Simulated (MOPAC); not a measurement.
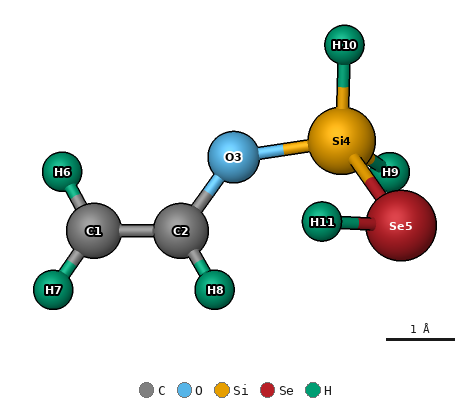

**Figure 1.** The structure as given in the input (ball-and-stick view, seen at a tilt; atoms are numbered from 1 in the order of the input).

# Energy and gradient calculation of C2H6OSeSi

C2H6OSeSi, SMILES C=CO[SiH2][SeH], computed with PM6, closed shell (MOPAC 23.2.5).

The geometry comes from this level: GFN2-xTB.

## Output
```
MOPAC v23.2.5
PM6 CALCULATION RESULTS

 *  PM6        - The PM6 Hamiltonian to be used
 *  1SCF       - DO 1 SCF AND THEN STOP
 *  THREADS=1  - MULTI-THREADING NOT USED
 *  AUX        - OUTPUT AUXILIARY INFORMATION
 *  GRADIENTS  - ALL GRADIENTS TO BE PRINTED
 *  DISP       - PRINT DISPERSION AND HYDROGEN BOND ENERGIES
 *  BONDS      - FINAL BOND-ORDER MATRIX TO BE PRINTED
PM6 1SCF BONDS GRADIENTS DISP AUX(PRECISION=6) THREADS=1
 C2H6OSeSi, PM6

   ATOM   CHEMICAL          X               Y               Z
  NUMBER   SYMBOL      (ANGSTROMS)     (ANGSTROMS)     (ANGSTROMS)

     1       C         -0.43527000  *  -0.87237000  *   2.04486000  *
     2       C         -0.46848000  *  -0.35365000  *   0.83180000  *
     3       O          0.61524000  *   0.21709000  *   0.26089000  *
     4      Si          0.82853000  *   1.08382000  *  -1.08813000  *
     5      Se         -0.50711000  *   0.26647000  *  -2.76522000  *
     6       H          0.46156000  *  -0.84558000  *   2.63675000  *
     7       H         -1.30515000  *  -1.33300000  *   2.47185000  *
     8       H         -1.36293000  *  -0.36756000  *   0.21683000  *
     9       H          0.40328000  *   2.46835000  *  -0.93683000  *
    10       H          2.23302000  *   0.83567000  *  -1.34993000  *
    11       H         -0.46271000  *  -1.09924000  *  -2.32288000  *

          CARTESIAN COORDINATES

    NO.       ATOM           X           Y           Z

     1         C         -0.4353     -0.8724      2.0449
     2         C         -0.4685     -0.3537      0.8318
     3         O          0.6152      0.2171      0.2609
     4        Si          0.8285      1.0838     -1.0881
     5        Se         -0.5071      0.2665     -2.7652
     6         H          0.4616     -0.8456      2.6368
     7         H         -1.3052     -1.3330      2.4718
     8         H         -1.3629     -0.3676      0.2168
     9         H          0.4033      2.4684     -0.9368
    10         H          2.2330      0.8357     -1.3499
    11         H         -0.4627     -1.0992     -2.3229

           Empirical Formula: C2 H6 O Si Se  =    11 atoms

      MOLECULAR POINT GROUP   :   C1

      RHF CALCULATION, NO. OF DOUBLY OCCUPIED LEVELS = 15

 -------------------------------------------------------------------------------
 PM6 1SCF BONDS GRADIENTS DISP AUX(PRECISION=6) THREADS=1
 C2H6OSeSi, PM6

     1SCF WAS SPECIFIED, SO BFGS WAS NOT USED
     SCF FIELD WAS ACHIEVED

                              PM6 CALCULATION

          FINAL HEAT OF FORMATION =        -50.38382 KCAL/MOL =    -210.80589 KJ/MOL

          TOTAL ENERGY            =     -19207.63007 KCAL/MOL = ELECTRONIC ENERGY + CORE-CORE REPULSION
          ENERGY OF ATOMS         =      19157.07764 KCAL/MOL
                              SUM =        -50.55243 KCAL/MOL
          DISPERSION ENERGY       =          0.00000 KCAL/MOL
                              SUM =        -50.55243 KCAL/MOL = FINAL HEAT OF FORMATION

     *    WARNING - An energy term is incorrect or missing!

     *    FINAL HEAT OF FORMATION     =    -50.38382 KCAL/MOL
     *    SUM OF CONTRIBUTIONS TO HoF =    -50.55243 KCAL/MOL
     *                     DIFFERENCE =      0.16861 KCAL/MOL

          TOTAL ENERGY            =       -832.92167 EV
          ELECTRONIC ENERGY       =      -2750.18834 EV
          CORE-CORE REPULSION     =       1917.26667 EV
          COSMO AREA              =        147.84 SQUARE ANGSTROMS
          COSMO VOLUME            =        141.16 CUBIC ANGSTROMS

          GRADIENT NORM           =         94.64520          =       28.53660 PER ATOM
          IONIZATION POTENTIAL    =          9.037194 EV
          HOMO LUMO ENERGIES (EV) =         -9.037 -0.507
          NO. OF FILLED LEVELS    =         15
          MOLECULAR WEIGHT        =        153.1143         POINT GROUP:  C1

          MOLECULAR DIMENSIONS (Angstroms)

            Atom       Atom       Distance
            H    10    H     7     5.64161
           Se     5    H     6     4.38748
            H    11    H     9     3.36515

          SCF CALCULATIONS        =          1

          WALL-CLOCK TIME         =      0.016 SECONDS
          COMPUTATION TIME        =      0.017 SECONDS

          LARGEST ATOMIC GRADIENTS

          Atom     Label                     Cartesian Gradients           Cartesian Coordinates       |Gradient|
                                           X          Y          Z        X          Y          Z

             1       C                 -10.141     20.051    -53.803   -0.43527   -0.87237    2.04486     58.306
             2       C                  19.504    -10.137     39.552   -0.46848   -0.35365    0.83180     45.250
             4      Si                  -2.256     -3.842     41.894    0.82853    1.08382   -1.08813     42.130
             5      Se                   4.304    -23.138     10.350   -0.50711    0.26647   -2.76522     25.710
            11       H                  -6.872     17.684     -8.791   -0.46271   -1.09924   -2.32288     20.910
             3       O                   5.682      5.996    -14.451    0.61524    0.21709    0.26089     16.645
            10       H                  -7.217     -4.879     -2.779    2.23302    0.83567   -1.34993      9.144
             6       H                  -1.623      3.048     -7.922    0.46156   -0.84558    2.63675      8.642
             8       H                   3.332     -3.117      7.282   -1.36293   -0.36756    0.21683      8.593
             9       H                  -5.474     -4.681     -4.569    0.40328    2.46835   -0.93683      8.529

       FINAL  POINT  AND  DERIVATIVES

   PARAMETER     ATOM    TYPE            VALUE        GRADIENT
      1          1  C    CARTESIAN X    -0.435270    -10.141322  KCAL/ANGSTROM
      2          1  C    CARTESIAN Y    -0.872370     20.051384  KCAL/ANGSTROM
      3          1  C    CARTESIAN Z     2.044860    -53.802637  KCAL/ANGSTROM
      4          2  C    CARTESIAN X    -0.468480     19.503972  KCAL/ANGSTROM
      5          2  C    CARTESIAN Y    -0.353650    -10.136693  KCAL/ANGSTROM
      6          2  C    CARTESIAN Z     0.831800     39.552356  KCAL/ANGSTROM
      7          3  O    CARTESIAN X     0.615240      5.681940  KCAL/ANGSTROM
      8          3  O    CARTESIAN Y     0.217090      5.996228  KCAL/ANGSTROM
      9          3  O    CARTESIAN Z     0.260890    -14.450502  KCAL/ANGSTROM
     10          4 Si    CARTESIAN X     0.828530     -2.256046  KCAL/ANGSTROM
     11          4 Si    CARTESIAN Y     1.083820     -3.842051  KCAL/ANGSTROM
     12          4 Si    CARTESIAN Z    -1.088130     41.893585  KCAL/ANGSTROM
     13          5 Se    CARTESIAN X    -0.507110      4.303765  KCAL/ANGSTROM
     14          5 Se    CARTESIAN Y     0.266470    -23.138185  KCAL/ANGSTROM
     15          5 Se    CARTESIAN Z    -2.765220     10.350313  KCAL/ANGSTROM
     16          6  H    CARTESIAN X     0.461560     -1.622977  KCAL/ANGSTROM
     17          6  H    CARTESIAN Y    -0.845580      3.047740  KCAL/ANGSTROM
     18          6  H    CARTESIAN Z     2.636750     -7.921886  KCAL/ANGSTROM
     19          7  H    CARTESIAN X    -1.305150      0.761258  KCAL/ANGSTROM
     20          7  H    CARTESIAN Y    -1.333000      3.014359  KCAL/ANGSTROM
     21          7  H    CARTESIAN Z     2.471850     -6.764342  KCAL/ANGSTROM
     22          8  H    CARTESIAN X    -1.362930      3.332077  KCAL/ANGSTROM
     23          8  H    CARTESIAN Y    -0.367560     -3.116876  KCAL/ANGSTROM
     24          8  H    CARTESIAN Z     0.216830      7.282099  KCAL/ANGSTROM
     25          9  H    CARTESIAN X     0.403280     -5.474454  KCAL/ANGSTROM
     26          9  H    CARTESIAN Y     2.468350     -4.680623  KCAL/ANGSTROM
     27          9  H    CARTESIAN Z    -0.936830     -4.568548  KCAL/ANGSTROM
     28         10  H    CARTESIAN X     2.233020     -7.216711  KCAL/ANGSTROM
     29         10  H    CARTESIAN Y     0.835670     -4.879144  KCAL/ANGSTROM
     30         10  H    CARTESIAN Z    -1.349930     -2.779042  KCAL/ANGSTROM
     31         11  H    CARTESIAN X    -0.462710     -6.871503  KCAL/ANGSTROM
     32         11  H    CARTESIAN Y    -1.099240     17.683861  KCAL/ANGSTROM
     33         11  H    CARTESIAN Z    -2.322880     -8.791397  KCAL/ANGSTROM

   ATOM   CHEMICAL          X               Y               Z
  NUMBER   SYMBOL      (ANGSTROMS)     (ANGSTROMS)     (ANGSTROMS)

     1       C         -0.43527000  *  -0.87237000  *   2.04486000  *
     2       C         -0.46848000  *  -0.35365000  *   0.83180000  *
     3       O          0.61524000  *   0.21709000  *   0.26089000  *
     4      Si          0.82853000  *   1.08382000  *  -1.08813000  *
     5      Se         -0.50711000  *   0.26647000  *  -2.76522000  *
     6       H          0.46156000  *  -0.84558000  *   2.63675000  *
     7       H         -1.30515000  *  -1.33300000  *   2.47185000  *
     8       H         -1.36293000  *  -0.36756000  *   0.21683000  *
     9       H          0.40328000  *   2.46835000  *  -0.93683000  *
    10       H          2.23302000  *   0.83567000  *  -1.34993000  *
    11       H         -0.46271000  *  -1.09924000  *  -2.32288000  *

                             CARTESIAN COORDINATES

   1    C       -0.435270000    -0.872370000     2.044860000
   2    C       -0.468480000    -0.353650000     0.831800000
   3    O        0.615240000     0.217090000     0.260890000
   4   Si        0.828530000     1.083820000    -1.088130000
   5   Se       -0.507110000     0.266470000    -2.765220000
   6    H        0.461560000    -0.845580000     2.636750000
   7    H       -1.305150000    -1.333000000     2.471850000
   8    H       -1.362930000    -0.367560000     0.216830000
   9    H        0.403280000     2.468350000    -0.936830000
  10    H        2.233020000     0.835670000    -1.349930000
  11    H       -0.462710000    -1.099240000    -2.322880000

           Empirical Formula: C2 H6 O Si Se  =    11 atoms

      MOLECULAR POINT GROUP   :   C1

                  EIGENVALUES
 -31.34228 -27.48669 -23.43538 -21.81346 -19.81455 -16.50688 -16.25688 -15.74272
 -14.20167 -13.68746 -12.69022 -11.65210 -10.71259 -10.37678  -9.03719  -0.50740
  -0.27675   0.46808   0.69627   0.73612   1.05902   1.93887   2.10608   2.65469
   3.98968   4.61008   4.66594   4.72343   5.28959   5.87616   6.24216

              NET ATOMIC CHARGES AND DIPOLE CONTRIBUTIONS

  ATOM NO.   TYPE          CHARGE      No. of ELECS.   s-Pop       p-Pop       d-Pop
    1          C          -0.446810        4.4468     1.11858     3.32823
    2          C           0.195479        3.8045     1.09077     2.71375
    3          O          -0.470401        6.4704     1.64813     4.82227
    4         Si           0.302483        3.6975     1.16052     1.63766     0.89934
    5         Se          -0.173663        6.1737     1.99107     4.18260
    6          H           0.185905        0.8141     0.81409
    7          H           0.178747        0.8213     0.82125
    8          H           0.137470        0.8625     0.86253
    9          H          -0.003964        1.0040     1.00396
   10          H           0.011904        0.9881     0.98810
   11          H           0.082849        0.9172     0.91715
 DIPOLE           X         Y         Z       TOTAL
 POINT-CHG.    -0.942    -0.177     0.165     0.972
 HYBRID         0.044    -0.638     0.556     0.848
 SUM           -0.898    -0.815     0.721     1.411

          ATOMIC ORBITAL ELECTRON POPULATIONS

     Atom    s        px        py        pz      x^2-y^2     xz        z^2       yz        xy
    1  C   1.11858   1.16624   1.10286   1.05913
    2  C   1.09077   0.83997   0.91406   0.95973
    3  O   1.64813   1.53551   1.65486   1.63191
    4 Si   1.16052   0.65888   0.59380   0.38498   0.29866   0.15936   0.22467   0.13841   0.07824
    5 Se   1.99107   1.65058   1.13934   1.39268
    6  H   0.81409
    7  H   0.82125
    8  H   0.86253
    9  H   1.00396
   10  H   0.98810
   11  H   0.91715

          BONDING CONTRIBUTION OF EACH M.O.

  1.4375  1.7637  0.2409  1.7443  1.6339  1.7712  1.6498  1.1688  1.8221  1.8202
  1.4915  1.9154  1.8250  1.6963  0.5575 -1.0116 -0.9603 -1.7953 -0.6194 -0.4639
 -0.7103 -0.9936 -1.6030 -1.4228 -1.8588 -1.8644 -1.7295 -1.8955 -1.7461 -1.9237
 -1.9398

            (VALENCIES)   BOND ORDERS

     1  C     (3.928)     2  C 1.934     6  H 0.954     7  H 0.951     3  O 0.055     4 Si 0.028

     2  C     (3.871)     1  C 1.934     8  H 0.947     3  O 0.942     4 Si 0.030

     3  O     (2.279)     4 Si 1.221     2  C 0.942     1  C 0.055     5 Se 0.020     8  H 0.014     7  H 0.010

     4 Si     (4.388)     3  O 1.221     5 Se 1.151     9  H 0.959    10  H 0.958    11  H 0.031     2  C 0.030
                          1  C 0.028

     5 Se     (2.164)     4 Si 1.151    11  H 0.958     3  O 0.020     9  H 0.016    10  H 0.016

     6  H     (0.965)     1  C 0.954

     7  H     (0.968)     1  C 0.951     3  O 0.010

     8  H     (0.981)     2  C 0.947     3  O 0.014

     9  H     (1.000)     4 Si 0.959     5 Se 0.016    10  H 0.013

    10  H     (1.000)     4 Si 0.958     5 Se 0.016     9  H 0.013

    11  H     (0.993)     5 Se 0.958     4 Si 0.031

 *                    *
 * JOB ENDED NORMALLY *
 *                    *

 TOTAL JOB TIME:             0.03 SECONDS

 == MOPAC DONE ==
```

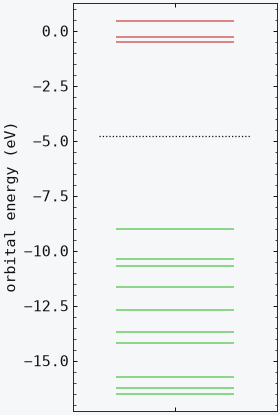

**Figure 2.** Orbital energies near the frontier; the dotted line parts filled from empty levels, and levels within 0.02 eV of each other stand side by side. Highest filled −9.04 eV, lowest empty −0.51 eV, 8.53 eV apart.

The run was set up as follows.

## The input (calc.mop)
```
PM6 1SCF BONDS GRADIENTS DISP AUX(PRECISION=6) THREADS=1
C2H6OSeSi, PM6

C     -0.435270 1    -0.872370 1     2.044860 1
C     -0.468480 1    -0.353650 1     0.831800 1
O      0.615240 1     0.217090 1     0.260890 1
Si     0.828530 1     1.083820 1    -1.088130 1
Se    -0.507110 1     0.266470 1    -2.765220 1
H      0.461560 1    -0.845580 1     2.636750 1
H     -1.305150 1    -1.333000 1     2.471850 1
H     -1.362930 1    -0.367560 1     0.216830 1
H      0.403280 1     2.468350 1    -0.936830 1
H      2.233020 1     0.835670 1    -1.349930 1
H     -0.462710 1    -1.099240 1    -2.322880 1
```

Launched with:
```bash
mopac calc.mop
```

## Results in brief

| quantity | value |
| --- | --- |
| outcome | converged |
| total energy | −30.609307 hartree |
| dispersion energy | 0.000000 hartree |
| heat of formation | −50.38 kcal/mol |
| basis functions | 31 |
| largest force | 2.528 eV/Å |
| HOMO | −9.04 eV |
| LUMO | −0.51 eV |
| dipole moment | 1.41 D |
| hardware | 1 thread of Arm Neoverse N1, 54 GiB of memory available, shared host |
| peak memory | 0.077 GiB |

## Notes

MOPAC's energies along a path are heats of formation.
